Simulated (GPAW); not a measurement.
# Surface energy and work function of Pb(110) from slabs of 4 to 14 layers (RPBE)

How do energy and work function of Pb(110) films settle with thickness, and what surface energy follows?

Set-up. GPAW 26.7.0, plane waves at 450 eV with PAW setups; symmetric 1×1 slabs cut at the tabulated lattice constant (two decimals; low-temperature values for the alkali metals), atoms at bulk places, 7.5 Å of vacuum on each side, one in-plane mesh for all thicknesses, Fermi-Dirac smearing of 0.1 eV. Energies are extrapolated to zero smearing and count from the program's reference atoms. Functional RPBE. The cell's area is 17.326 Å².

What came out, but for one run:

```tsv
layers	energy (eV)	work function (eV)
4	−13.0396	3.35
5	−16.4279	3.54
6	−19.8139	3.61
7	−23.1485	3.58
8	−26.5699	3.49
9	−29.9091	3.48
10	−33.3055	3.53
11	−36.7093	3.56
12	−40.0847	3.51
14	?	?
```

Q: What surface energy do these runs give, and what energy and work function should the 14-layer slab have?

A: A slab of n layers has E(n) = nε + 2Aγ once its middle is bulk-like. A line through n = 6 to 12 has the slope ε = −3.3811 eV a layer and the intercept 2Aγ = 0.4951 eV (r.m.s. residual 18.2 meV). So γ = 0.4951 / (2 × 17.326 Å²) = 0.0143 eV/Å² = 0.23 J/m², with a standard error of about 0.02 J/m² from the scatter about the line. For 14 layers: 0.4951 + 14 × (−3.3811) = −46.840 eV; the run gives −46.837 eV, 2.8 meV over the line. The work function has no such law: from 6 to 12 layers it moves between 3.48 and 3.61 eV (mean 3.54), and the 14-layer slab gives 3.53 eV. The thinnest slab, 4 layers, lies −0.19 eV from that mean. The values go up and down with thickness, as expected where levels confined across the film cross the Fermi level one by one.

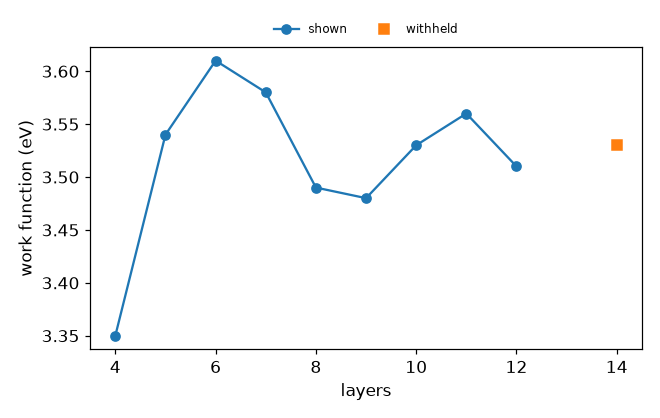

Work function against thickness.

Caveats: The surfaces are unrelaxed, so γ is an upper bound for this functional and lattice constant. The tabulated lattice constant isn't the functional's own, which strains the slab a little. Spin-orbit coupling is left out.

[Logs are printed without paths, hosts, clocks, repeated set-up lines and the standing remarks that a program may print on its own settings, such as how far it seeks lower states.]
